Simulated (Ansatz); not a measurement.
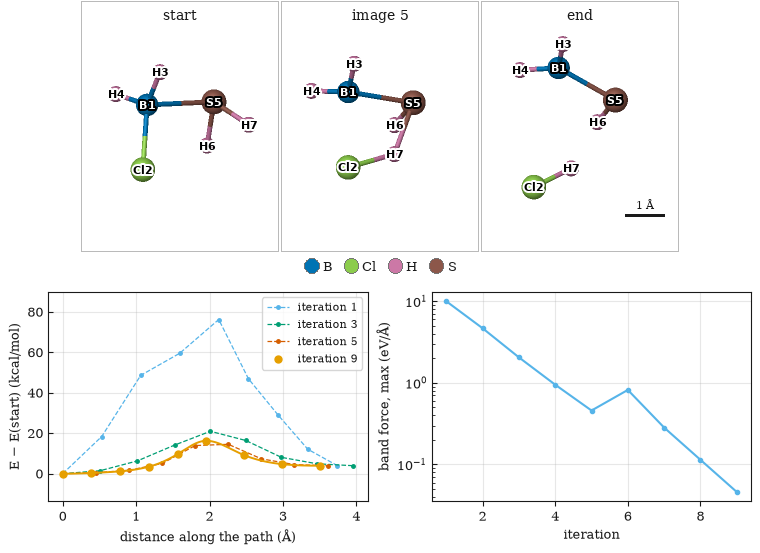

A nudged-elastic-band calculation for BH$_{4}$SCl. Images are numbered from 0 (start) to 8 (end). The plot follows the band through its iterations. Style: ball-and-stick. Shown at a tilt.

These are results of Ansatz 0.2.0, RKS BLYP/def2-SVP, not measurements. Run with 7 movable images; climbing image; force threshold 0.05 eV/Å; iteration limit 60; starting path through a guess of the saddle point.

How did the profile develop, and is the result final?

Answer. The result is final at these settings. The band converged in 9 iterations. The largest component of the band force went from 10 to 0.046 eV/Å. The climbing image converged on the top of the path. Its vibrational analysis gives one imaginary mode (621i cm⁻¹), as a transition state must have. The first iteration put the highest image at 76.3 kcal/mol. The energy climbs by 16.3 kcal/mol to image 5 and then falls by 12.3 kcal/mol, so the end point sits at +4.0 kcal/mol.

Cost: 59 s on 2 threads of Arm Neoverse V1, on a shared host, peak memory 0.15 GiB.
